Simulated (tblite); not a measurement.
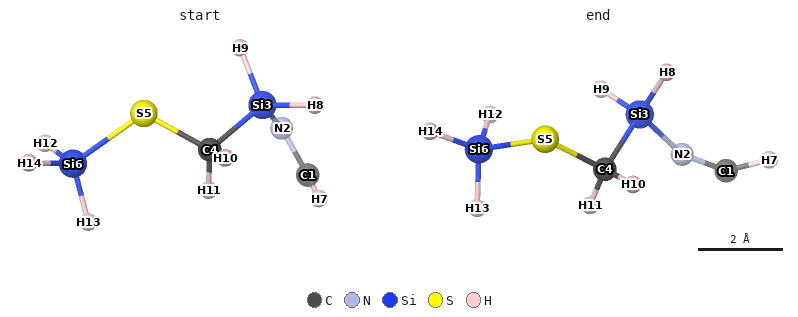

The structure of C2H8NSSi2 (multiplicity 2) before (left) and after (right) a relaxation, at one scale.

Style: ball-and-stick. Shown at a tilt.

Theory: GFN2-xTB geometry optimisation, gas phase in tblite. 

Q: Describe what moved and what it gained.

A: After 168 geometry steps the energy has fallen by 1.096 eV. The largest moves after the best rigid fit, 1.66 Å, are those of H7 and H9. Largest moves by element: H 1.66 Å, S 1.17 Å, N 0.78 Å, Si 0.58 Å, C 0.50 Å. Among the contacts that change: C1–N2 1.282 → 1.210 Å, Si3–C4 1.844 → 1.901 Å, C1–H7 1.123 → 1.081 Å, C4–S5 1.792 → 1.832 Å. Bond angles that change, for instance: C1–N2–Si3 118.3° → 155.6°, N2–C1–H7 118.6° → 132.2°, C4–S5–Si6 114.7° → 101.8°. Groups turn about Si3–C4 by about 65°, N2–Si3 by about 50°, S5–Si6 by about 50°.
